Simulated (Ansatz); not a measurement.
# ClF2HSi: what the fields show

Input

```
crystal:
  periodic: [false, false, false]
  atoms:
    - { symbol: Si, position_ang: [0.246356, 0.0, 0.049375] }
    - { symbol: Cl, position_ang: [0.815618, 0.0, 2.058525] }
    - { symbol: H, position_ang: [1.624431, 0.0, -0.421149] }
    - { symbol: F, position_ang: [-0.628503, 1.302533, -0.337676] }
    - { symbol: F, position_ang: [-0.628503, -1.302533, -0.337676] }
basis:
  gaussian: { orbitals: def2-SVP }
hamiltonian:
  xc: pbe
relax:
  f_tol: 0.03
  max_steps: 50
output:
  orbitals: {}
```

Launched as:

```sh
ansatz run input.yaml --threads 1 --pin off --max-ram 2048MiB --backend cpu --events-out ev --progress --plain --runs-dir out
```

The fields are those of the run's last geometry, not of the input's.

Method: RKS PBE/def2-SVP in Ansatz.

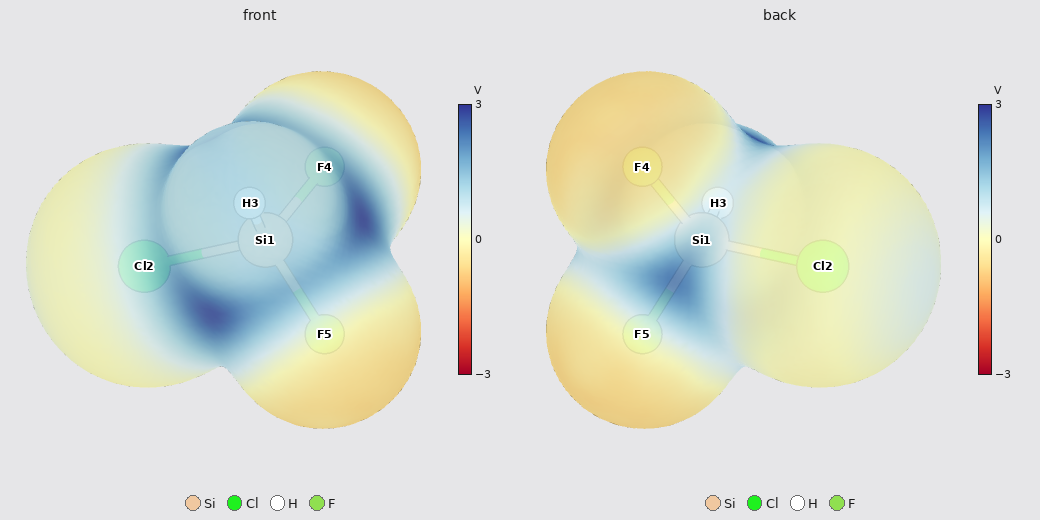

Figure 1. The molecular electrostatic potential painted on the density surface at 0.004 e/bohr³, seen from the front and from behind; the colour scale runs from red (negative) to blue (positive).

Question: Where is the surface potential most negative and most positive?

Answer: The most negative region (about −0.6 V) lies over F4 and F5, the most positive (about +2.7 V) over Si1. Cl2 shows a σ-hole: about +0.6 V at the tip opposite its bond, against about 0.0 V on its flanks.

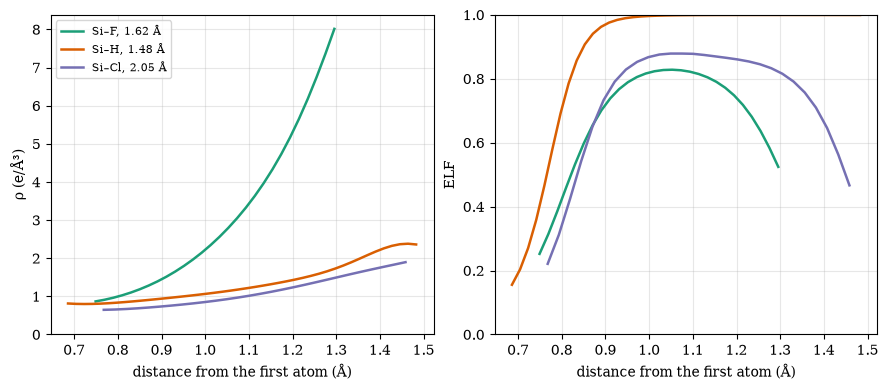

Figure 2. Electron density and ELF along straight lines between neighbouring atoms. The curves leave out the atomic cores.

Question: Compare the contacts.

Answer: Si–F (1.62 Å): ρ is about 1 e/Å³ halfway; the ELF peaks at about 0.85 in the valence shell of F, 0.6 Å from its nucleus, and is about 0.45 at the midpoint.
Si–H (1.48 Å): the density is about 0.8 e/Å³ at the midpoint; the ELF climbs to about 1 towards the hydrogen, as it does in any bond to H.
Si–Cl (2.05 Å): the density is about 0.89 e/Å³ at the midpoint; the ELF peaks at about 0.90 between the atoms: a polar covalent bond.

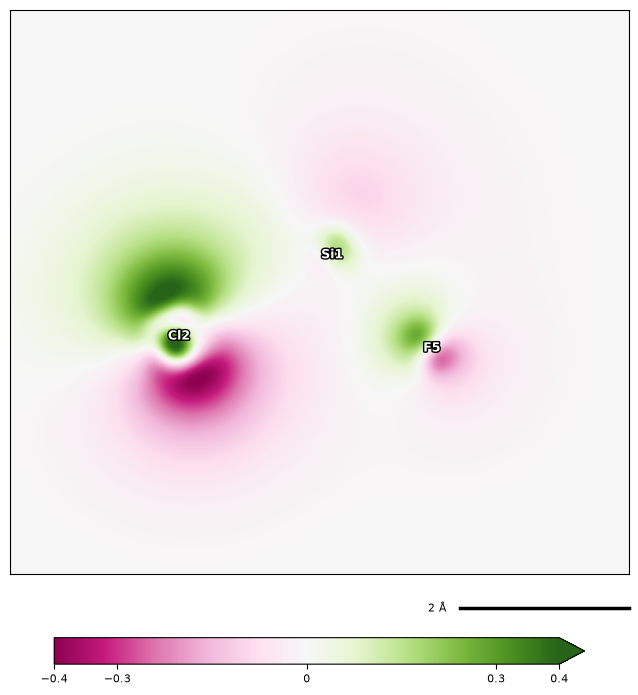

Figure 3. The HOMO on the plane of atoms Cl2, Si1 and F5 (values in Å⁻³ᐟ²; the overall sign is arbitrary).

Question: Describe this orbital and give its energy.

Answer: Its weight (Hirshfeld) is mainly on Cl2 (about 80 %); largely a lone pair of Cl2. Its energy is −8.35 eV.
